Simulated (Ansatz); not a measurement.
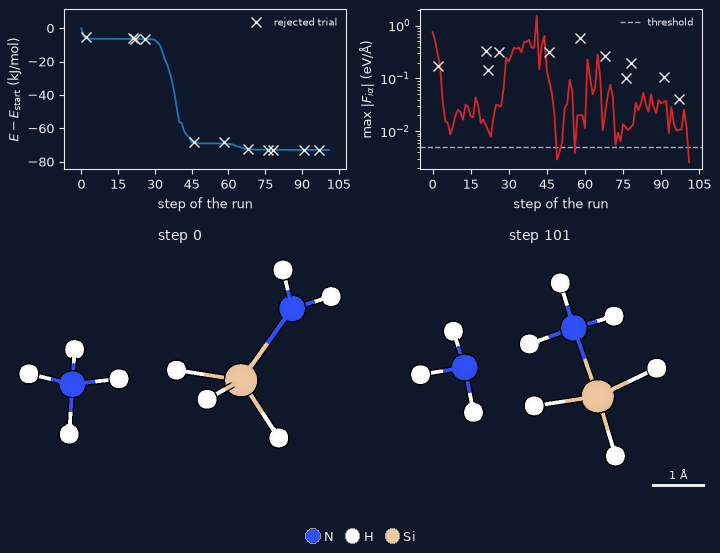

First and last geometry of a relaxation of SiN2H9 (charge +1), with the history of the run. The picture is a ball-and-stick view, seen at a tilt.

The calculation used RKS PBE0-D4/def2-TZVP (Ansatz).

Input file:
```yaml
crystal:
  periodic: [false, false, false]
  atoms:
    - {symbol: N, position_ang: [-0.646994, -0.463792, -2.412082]}
    - {symbol: H, position_ang: [0.039923, -0.075605, -3.082676]}
    - {symbol: H, position_ang: [-0.735077, -1.484129, -2.565290]}
    - {symbol: H, position_ang: [-1.567394, -0.014520, -2.565537]}
    - {symbol: H, position_ang: [-0.312780, -0.272239, -1.385082]}
    - {symbol: Si, position_ang: [0.874397, 0.210546, 1.238014]}
    - {symbol: N, position_ang: [-0.104660, 0.540583, 2.596084]}
    - {symbol: H, position_ang: [1.629260, -1.071350, 1.396014]}
    - {symbol: H, position_ang: [0.072405, -0.055192, -0.093945]}
    - {symbol: H, position_ang: [1.705416, 1.395202, 0.858713]}
    - {symbol: H, position_ang: [-0.446879, 1.475432, 2.824473]}
    - {symbol: H, position_ang: [-0.507616, -0.184936, 3.191415]}
basis:
  gaussian: {orbitals: def2-TZVP}
total_charge: 1
hamiltonian: {xc: pbe0, dispersion: d4}
relax: {f_tol: 0.005, max_steps: 200}
```

Run as
```bash
ansatz run in.yaml --threads 4 --pin off --events-out ev --progress --plain --max-ram 9574MiB
```

### What do the curves and the structures tell?

It converged. Over 90 accepted moves (101 points after the start) the energy falls by 73.0 kJ/mol. Largest force component: 0.75 eV/Å at the start, 0.0026 eV/Å at the end. The line search rejected the trial steps at points 2, 21, 22, 26, 46, 58, 68, 76 and more of the run. The forces were under the threshold at step 49, but the run went on from there. H4 moves most after the best rigid fit: 2.51 Å. By element the largest moves are H 2.51 Å, N 1.82 Å, Si 0.53 Å. Among the contacts that change: H4–N7 5.394 → 1.109 Å, N1–H4 1.036 → 1.614 Å, Si6–N7 1.706 → 1.850 Å, Si6–H9 1.577 → 1.474 Å. New bonds form, among them: H4–N7 (5.39 → 1.11 Å). Bonds break, among them: N1–H4 (1.04 → 1.61 Å). Bond angles that change, for instance: H8–Si6–H9 101.6° → 114.2°, Si6–N7–H12 123.6° → 111.8°, Si6–N7–H11 123.2° → 111.8°.
